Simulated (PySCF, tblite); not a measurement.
# C7H11BS: geometry, infrared bands and NMR shifts

What infrared bands and NMR shifts should C7H11BS (`CSB[C@H]1CCC12C=C2`) show?

The runs use tblite 0.8.0 and PySCF 2.14.0, with density-fitted response routines of our own; the level of theory stands in each step. All values are computed, except where a source is named. Atoms are numbered from 0 throughout.

**1. The molecule as given**

20 atoms, charge 0, multiplicity 1; geometry from: force field or distance geometry start.

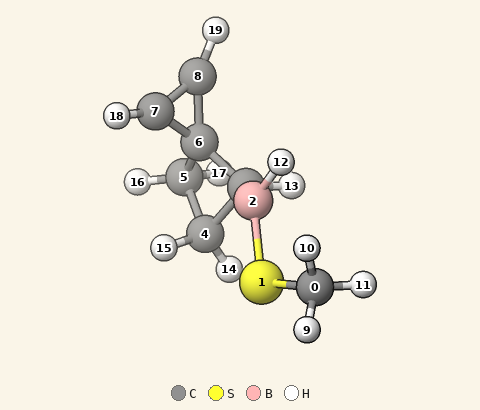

The starting geometry (carbon grey, sulfur yellow, boron pink, hydrogen white), atoms numbered; sticks join atoms by distance.

**2. Geometry optimisation with GFN2-xTB**

Job settings and geometry (Å):

```
{"job": {"kind": "relax", "xc": "GFN2-xTB", "basis": "xTB"}, "charge": 0, "multiplicity": 1}
C      3.891100     0.393400    -0.183900
S      2.316700    -0.077500     0.566700
B      0.873800     0.427200    -0.512100
C     -0.383100    -0.511200    -0.623200
C     -0.805700    -1.201200     0.703800
C     -2.248500    -1.013300     0.182800
C     -1.695300     0.113000    -0.552500
C     -1.949000     1.542000    -0.295100
C     -2.327500     1.010900    -1.486200
H      4.688400     0.455200     0.577900
H      3.815500     1.420400    -0.618800
H      4.202300    -0.264400    -0.990500
H      1.139900     1.026600    -1.510800
H     -0.239400    -1.329200    -1.373200
H     -0.481300    -2.217600     0.833800
H     -0.703100    -0.500100     1.571700
H     -2.972800    -0.903800     0.989600
H     -2.458900    -1.926100    -0.446200
H     -1.876200     2.380500     0.392400
H     -2.791900     1.185900    -2.458400
```

On the command line:

```sh
$ OMP_NUM_THREADS=1 python probes_run.py task.json out
```

This one command runs all jobs of the session in turn.

What it wrote:

```text
step      E/eV     max force
  0    -678.29627    3.444
  1    -678.86156    2.170
  2    -679.06602    2.667
  3    -679.19555    1.253
  4    -679.28136    0.973
  5    -679.35968    0.470
  6    -679.37779    0.313
  7    -679.39176    0.269
  8    -679.40179    0.279
  9    -679.41155    0.238
 10    -679.41844    0.196
 11    -679.42519    0.196
 12    -679.43305    0.229
 13    -679.44153    0.238
 14    -679.44936    0.255
 15    -679.45745    0.284
 16    -679.46753    0.264
 17    -679.47948    0.271
 18    -679.48991    0.203
 19    -679.49668    0.190
 20    -679.50145    0.196
 21    -679.50637    0.188
 22    -679.51171    0.157
 23    -679.51640    0.144
 24    -679.52023    0.149
 25    -679.52385    0.177
 26    -679.52785    0.227
 27    -679.53199    0.222
 28    -679.53550    0.142
 29    -679.53846    0.128
 30    -679.54182    0.153
 31    -679.54663    0.207
 32    -679.55333    0.248
 33    -679.56094    0.213
 34    -679.56760    0.175
 35    -679.57275    0.177
 36    -679.57735    0.156
 37    -679.58241    0.166
 38    -679.58762    0.170
 39    -679.58649    0.309
 40    -679.59468    0.132
 41    -679.59714    0.118
 42    -679.60287    0.123
 43    -679.60519    0.127
 44    -679.60929    0.101
 45    -679.61145    0.102
 46    -679.61349    0.093
 47    -679.61578    0.115
 48    -679.61890    0.126
 49    -679.62200    0.118
 50    -679.62463    0.130
 51    -679.62676    0.100
 52    -679.62862    0.136
 53    -679.63057    0.102
 54    -679.63256    0.095
 55    -679.63396    0.079
 56    -679.63549    0.078
 57    -679.63676    0.086
 58    -679.63779    0.081
 59    -679.63869    0.069
 60    -679.63945    0.076
 61    -679.64017    0.056
 62    -679.64077    0.057
 63    -679.64139    0.061
 64    -679.64211    0.061
 65    -679.64273    0.057
 66    -679.64315    0.062
 67    -679.64358    0.067
 68    -679.64417    0.075
 69    -679.64481    0.079
 70    -679.64538    0.052
 71    -679.64586    0.052
 72    -679.64638    0.073
 73    -679.64710    0.086
 74    -679.64795    0.067
 75    -679.64871    0.068
 76    -679.64928    0.053
 77    -679.64988    0.064
 78    -679.65068    0.091
 79    -679.65140    0.115
 80    -679.65215    0.055
 81    -679.65280    0.061
 82    -679.65326    0.050
 83    -679.65368    0.040
 84    -679.65397    0.039
 85    -679.65426    0.044
 86    -679.65465    0.056
 87    -679.65512    0.060
 88    -679.65557    0.049
 89    -679.65591    0.052
 90    -679.65621    0.039
 91    -679.65658    0.049
 92    -679.65700    0.056
 93    -679.65739    0.046
 94    -679.65766    0.035
 95    -679.65786    0.034
 96    -679.65806    0.040
 97    -679.65824    0.043
 98    -679.65841    0.036
 99    -679.65862    0.036
100    -679.65891    0.043
101    -679.65926    0.046
102    -679.65963    0.048
103    -679.65995    0.042
104    -679.66028    0.042
105    -679.66069    0.048
106    -679.66122    0.057
107    -679.66178    0.060
108    -679.66222    0.077
109    -679.66253    0.049
110    -679.66275    0.042
111    -679.66278    0.061
112    -679.66300    0.027
113    -679.66307    0.026
114    -679.66317    0.026
115    -679.66326    0.025
116    -679.66339    0.030
117    -679.66355    0.041
118    -679.66377    0.044
119    -679.66398    0.039
120    -679.66421    0.031
121    -679.66444    0.031
122    -679.66466    0.029
123    -679.66482    0.026
124    -679.66490    0.033
125    -679.66501    0.023
126    -679.66507    0.021
127    -679.66514    0.016
128    -679.66519    0.014
129    -679.66525    0.012
130    -679.66528    0.012
131    -679.66530    0.009
```

It took 1.8 s on 1 thread of Arm Neoverse N1, shared host; peak memory 0.18 GiB.

Along the way: (not every step is listed)

```tsv
step	energy from step 0 (eV)	largest force (eV/Å)
0	0.0000	3.4444
1	-0.5653	2.1704
2	-0.7697	2.6666
3	-0.8993	1.2527
4	-0.9851	0.9726
5	-1.0634	0.4699
6	-1.0815	0.3128
7	-1.0955	0.2693
8	-1.1055	0.2788
19	-1.2004	0.1902
30	-1.2455	0.1527
41	-1.3009	0.1184
52	-1.3323	0.1356
63	-1.3451	0.0607
74	-1.3517	0.0672
85	-1.3580	0.0443
96	-1.3618	0.0396
107	-1.3655	0.0603
118	-1.3675	0.0436
126	-1.3688	0.0210
127	-1.3689	0.0158
128	-1.3689	0.0136
129	-1.3690	0.0119
130	-1.3690	0.0117
131	-1.3690	0.0089
```

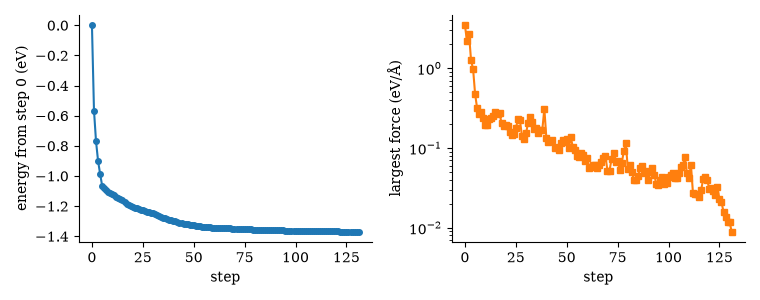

Energy and largest force along the relaxation.

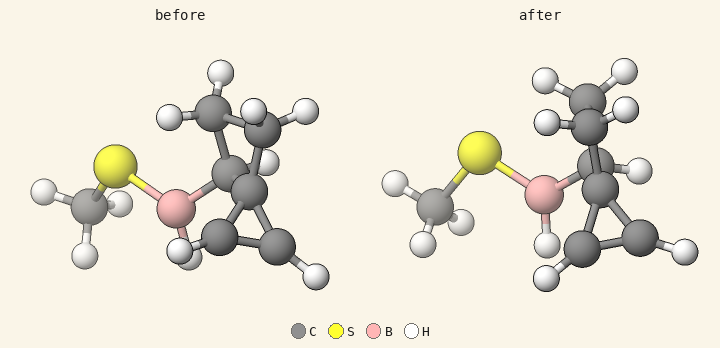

Before and after, at one scale.

Close pairs (by a distance rule), those that changed most:

```tsv
bond	before (Å)	after (Å)	change (Å)
S1–B2	1.871	1.764	-0.107
C3–C6	1.455	1.546	+0.091
C5–C6	1.454	1.522	+0.067
C7–C8	1.358	1.306	-0.052
C6–C8	1.441	1.490	+0.049
C5–H17	1.128	1.090	-0.038
C0–H10	1.118	1.085	-0.033
C4–H15	1.120	1.088	-0.032
```

The end geometry stands in the next job.

**3. Infrared spectrum with GFN2-xTB**

Job settings and geometry (Å):

```
{"job": {"kind": "ir", "xc": "GFN2-xTB", "basis": "xTB"}, "charge": 0, "multiplicity": 1}
C      3.599954     0.745350     0.146750
S      2.179760    -0.330336     0.560061
B      1.058652    -0.034836    -0.768880
C     -0.340061    -0.753329    -0.824497
C     -0.800276    -1.630763     0.365115
C     -1.967051    -0.672649     0.658852
C     -1.557810     0.157737    -0.548656
C     -1.707821     1.623971    -0.770512
C     -2.429608     0.852477    -1.537575
H      4.353519     0.586433     0.910870
H      3.280051     1.782110     0.147067
H      3.991273     0.469739    -0.826799
H      1.368694     0.732745    -1.599413
H     -0.460747    -1.263218    -1.786672
H     -1.114363    -2.631722     0.077796
H     -0.068765    -1.706382     1.167073
H     -1.886545    -0.145653     1.609442
H     -2.960014    -1.116858     0.590005
H     -1.407866     2.600516    -0.477642
H     -3.136125     0.745347    -2.324509
```

What it wrote:

```text
mode    cm-1     km/mol
  1      27.2      0.44
  2      43.3      0.35
  3      65.5      0.92
  4      82.2      1.57
  5     138.2      1.58
  6     213.8      0.76
  7     227.2      1.61
  8     288.4      0.57
  9     339.0      0.62
 10     410.8      0.04
 11     483.9      5.59
 12     583.4      0.12
 13     685.9     52.62
 14     694.4      0.13
 15     721.4     12.31
 16     734.0     17.84
 17     757.5     22.94
 18     794.1      6.21
 19     836.6      1.58
 20     844.6     18.37
 21     918.6      1.03
 22     937.4      0.92
 23     940.5     11.00
 24     950.2      2.95
 25     963.4     10.01
 26     994.7     26.60
 27    1041.9      0.96
 28    1059.9      6.06
 29    1087.9     34.16
 30    1105.0      7.15
 31    1125.5    227.98
 32    1156.4      5.07
 33    1186.6      1.08
 34    1236.9      0.22
 35    1247.9      1.58
 36    1267.2     15.59
 37    1316.4      3.57
 38    1361.9     51.78
 39    1450.4      4.84
 40    1456.9      5.95
 41    1469.4      0.49
 42    1486.8      0.66
 43    1758.6     26.57
 44    2615.3    107.75
 45    2910.0     39.55
 46    2976.4     19.57
 47    2993.6     50.78
 48    3009.8     74.92
 49    3016.9     39.20
 50    3041.8      4.89
 51    3049.5      8.66
 52    3061.4      4.47
 53    3209.2     13.99
 54    3232.1     11.85
```

It took 1.4 s on 1 thread of Arm Neoverse N1, shared host; peak memory 0.18 GiB.

Which atoms move in the most intense modes:

```tsv
cm⁻¹	km/mol	atoms
686	52.6	H12 53 %, B2 36 %
1126	228.0	B2 39 %, H12 19 %, H13 18 %, C3 18 %
1362	51.8	C6 67 %, C7 12 %, C8 12 %
2615	107.8	H12 92 %
2910	39.5	H13 93 %
2994	50.8	H16 53 %, H17 42 %
3010	74.9	H15 44 %, H14 39 %
3017	39.2	H14 50 %, H15 45 %
```

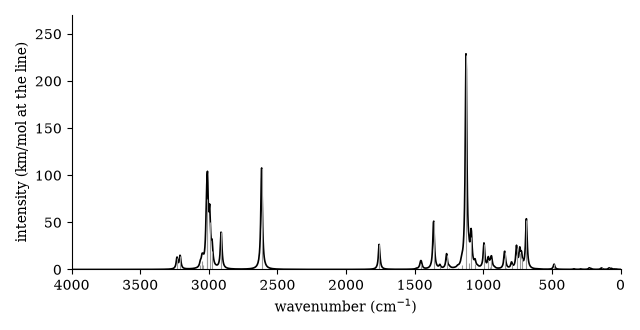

The infrared spectrum from these modes, unscaled. Lines are broadened to a width of 14 cm⁻¹ (Lorentzian).

**4. Nuclear shieldings: PBE0/pcSseg-1**

Settings changed since step 3:

```diff
@@ -1,2 +1,2 @@
-{"job": {"kind": "ir", "xc": "GFN2-xTB", "basis": "xTB"}, "charge": 0, "multiplicity": 1}
+{"job": {"kind": "nmr", "xc": "PBE0", "basis": "pcSseg-1"}, "charge": 0, "multiplicity": 1}
 C      3.599954     0.745350     0.146750
```

With the program's defaults for keys left out, this is: GIAO PBE0/pcSseg-1 NMR shielding, non-relativistic, gas phase.

What it wrote:

```text
coarse grid: 17136 points
cycle   1  E = -695.6397818157  dE =  1.304e+00  |g| = 4.114e-01  |ddm| = 4.096e+00
cycle   2  E = -695.6354960544  dE =  4.286e-03  |g| = 4.491e-01  |ddm| = 1.003e+00
cycle   3  E = -695.6884957976  dE = -5.300e-02  |g| = 8.453e-02  |ddm| = 5.800e-01
cycle   4  E = -695.6900265677  dE = -1.531e-03  |g| = 2.829e-02  |ddm| = 1.089e-01
cycle   5  E = -695.6902102954  dE = -1.837e-04  |g| = 6.484e-03  |ddm| = 3.020e-02
cycle   6  E = -695.6902186818  dE = -8.386e-06  |g| = 3.208e-03  |ddm| = 8.685e-03
cycle   7  E = -695.6902210608  dE = -2.379e-06  |g| = 8.263e-04  |ddm| = 3.355e-03
final grid: 160504 points
cycle   8  E = -695.7465005753  dE = -4.364e-05  |g| = 9.953e-03  |ddm| = 3.937e-02
cycle   9  E = -695.7464841323  dE =  1.644e-05  |g| = 1.276e-02  |ddm| = 2.269e-02
cycle  10  E = -695.7465263631  dE = -4.223e-05  |g| = 1.447e-03  |ddm| = 1.368e-02
cycle  11  E = -695.7465268617  dE = -4.986e-07  |g| = 2.949e-04  |ddm| = 1.507e-03
cycle  12  E = -695.7465268782  dE = -1.648e-08  |g| = 1.526e-04  |ddm| = 3.975e-04
cycle  13  E = -695.7465268837  dE = -5.574e-09  |g| = 3.654e-05  |ddm| = 1.610e-04
cycle  14  E = -695.7465268841  dE = -3.170e-10  |g| = 1.199e-05  |ddm| = 5.120e-05
converged SCF energy = -695.7465268841

GIAO shielding tensors (ppm)
atom      isotropic    diamagn.    paramagn.     s11        s22        s33       span
  0 C      166.485     249.848     -83.363    149.013    160.297    190.146     41.133
  1 S      433.746    1060.384    -626.638    172.980    536.804    591.453    418.473
  2 B       26.681     192.980    -166.299    -37.986      5.780    112.249    150.235
  3 C      141.114     248.306    -107.192    114.849    133.494    174.999     60.149
  4 C      170.100     249.985     -79.884    159.865    170.963    179.472     19.607
  5 C      150.674     248.451     -97.777    123.943    146.584    181.496     57.553
  6 C      159.913     240.290     -80.377    111.661    120.036    248.043    136.382
  7 C       52.612     251.172    -198.560    -89.288     65.522    181.603    270.892
  8 C       54.338     260.843    -206.506    -86.803     69.517    180.299    267.102
  9 H       29.582      28.098       1.484     24.249     27.261     37.235     12.986
 10 H       29.133      30.055      -0.922     23.738     27.836     35.825     12.087
 11 H       29.183      28.516       0.667     24.001     27.432     36.118     12.117
 12 H       24.640      32.132      -7.492     19.016     25.853     29.051     10.034
 13 H       28.948      31.762      -2.815     26.841     27.035     32.967      6.125
 14 H       29.747      30.260      -0.513     25.832     27.407     36.002     10.170
 15 H       29.585      31.753      -2.167     24.802     29.423     34.532      9.730
 16 H       29.465      30.597      -1.131     26.762     27.329     34.306      7.544
 17 H       29.608      30.391      -0.784     26.392     27.258     35.173      8.781
 18 H       24.079      31.684      -7.605     20.538     25.191     26.510      5.972
 19 H       23.930      34.365     -10.435     20.494     25.404     25.892      5.398
```

Wall time 76 s (1 thread of Arm Neoverse N1, shared host); peak memory 1 GiB.

The references, computed at this level on geometries of the same kind, shield at (ppm): 1H TMS 31.72, 13C TMS 186.9, 11B BF3·OEt2 100.1, 33S CS2 504. Their shielding less the atom's gives the shift. The references are single molecules in the gas phase. Atoms listed in one row are averaged.

```tsv
atoms	environment	σ (ppm)	δ (ppm)	δ scaled to CDCl3
C7	alkene CH	52.6	134.3	129.2
C8	alkene CH	54.3	132.6	127.5
C3	sp3 CH bonded to B	141.1	45.8	42.8
C5	sp3 CH2 in a ring	150.7	36.3	33.5
C6	three-membered-ring carbon	159.9	27.0	24.4
C0	methyl carbon bonded to S	166.5	20.4	13.6
C4	sp3 CH2 in a ring	170.1	16.8	14.5
H19	hydrogen on an alkene CH	23.93	7.79	7.45
H18	hydrogen on an alkene CH	24.08	7.64	7.31
H12	hydrogen on a boron bonded to C, S	24.64	7.08	–
H13	hydrogen on an sp3 CH bonded to B	28.95	2.77	2.72
H9, H10, H11	hydrogen on a methyl carbon bonded to S	29.30	2.42	2.38
H16	hydrogen on an sp3 CH2 in a ring	29.47	2.25	2.23
H15	hydrogen on an sp3 CH2 in a ring	29.59	2.13	2.11
H17	hydrogen on an sp3 CH2 in a ring	29.61	2.11	2.09
H14	hydrogen on an sp3 CH2 in a ring	29.75	1.97	1.96
S1	sulfur bonded to C, B	434	70	–
B2	boron bonded to C, S, H	26.7	73.4	–
```

The scaled column applies a straight-line fit of computed shieldings to shifts measured in CDCl3, with any fitted terms for Cl, Br or S neighbours (root-mean-square error 0.16 ppm for H, 1.9 ppm for C).

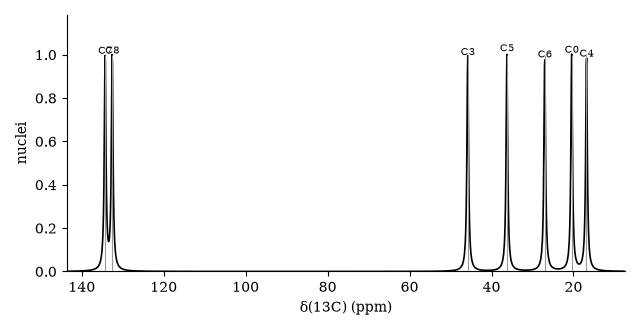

13C lines at the computed shifts, without couplings. Lines are broadened to a width of 0.47 ppm (Lorentzian).

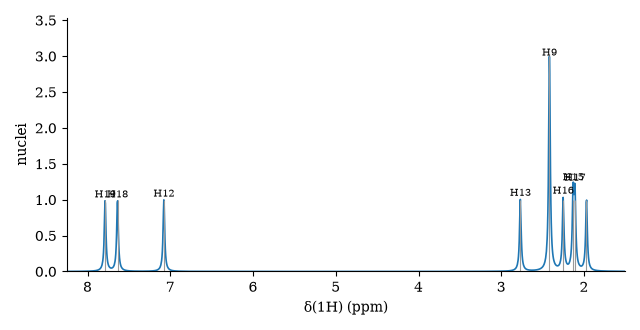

1H lines at the computed shifts, without couplings. Lines are broadened to a width of 0.02 ppm (Lorentzian).

The run also stored atomic charges by several schemes (e):

```tsv
atoms	Mulliken	IAO	Hirshfeld	ESP fit
C0	-0.37	-0.50	-0.11	-0.36
S1	-0.17	0.14	0.00	-0.16
B2	0.29	-0.06	0.08	0.27
C3	-0.37	-0.27	-0.11	-0.46
C4	-0.18	-0.26	-0.08	0.00
C5	-0.10	-0.29	-0.08	-0.27
C6	-0.24	0.05	0.01	0.41
C7	-0.05	-0.16	-0.05	-0.30
C8	-0.03	-0.16	-0.05	-0.29
```

Mulliken charges:

C0 -0.37; S1 -0.17; B2 0.29; C3 -0.37; C4 -0.18; C5 -0.10; C6 -0.24; C7 -0.05; C8 -0.03; H9 0.15; H10 0.16; H11 0.16; H12 0.03; H13 0.13; H14 0.12; H15 0.13; H16 0.11; H17 0.11; H18 0.07; H19 0.07

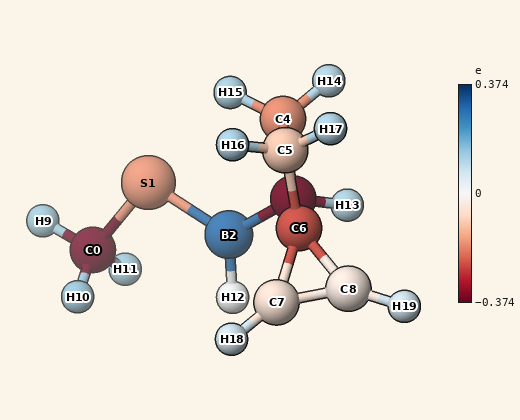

Mulliken charges, as colours on the atoms.

Mayer bond orders: C0–S1 0.99, S1–B2 1.30, B2–C3 0.96, C3–C4 1.05, C4–C5 1.06, C5–C6 0.98, C6–C7 0.92, C7–C8 1.74, C6–C3 0.91, C8–C6 0.92.

Ring of atoms C3, C4, C5, C6: NICS(0) -0.2, NICS(1) 0.4, NICS(1)zz 1.8 ppm (means of both faces).

Ring of atoms C6, C7, C8: NICS(0) -29.2, NICS(1) -8.2, NICS(1)zz -14.9 ppm (means of both faces).

In rings of three or four atoms NICS is ruled by the nearby σ bonds, so it says little on aromaticity.

**5. Summary of results**

| quantity | value |
| --- | --- |
| strongest single infrared mode (GFN2-xTB) | 1126 cm⁻¹, 228 km/mol |
| zero-point energy (GFN2-xTB) | 99.5 kcal/mol |
| 13C shifts against TMS (PBE0/pcSseg-1) | 134.3, 132.6, 45.8, 36.3, 27.0, 20.4, 16.8 ppm |
| 1H shifts against TMS (PBE0/pcSseg-1, means over atoms taken as alike) | 7.79, 7.64, 7.08, 2.77, 2.42, 2.25, 2.13, 2.11, 1.97 ppm |
| 33S shifts against CS2 (PBE0/pcSseg-1) | 70 ppm |
| 11B shifts against BF3·OEt2 (PBE0/pcSseg-1) | 73.4 ppm |

The optimisation took 131 steps and gained 1.369 eV; among the close pairs (by a distance rule), S1–B2 changed most, from 1.871 to 1.764 Å. All 54 modes are real, so the xTB geometry is a minimum. The strongest single mode, at 1126 cm⁻¹, has its largest shares on B2, H12, H13 and C3 (the list is cut at 4 atoms). GFN2-xTB is a fitted tight-binding method: band positions and strengths are rough. Its intensities can rank the bands wrongly. At PBE0/pcSseg-1: The widest tensor belongs to S1: span 418 ppm, with a paramagnetic part of -627 ppm.
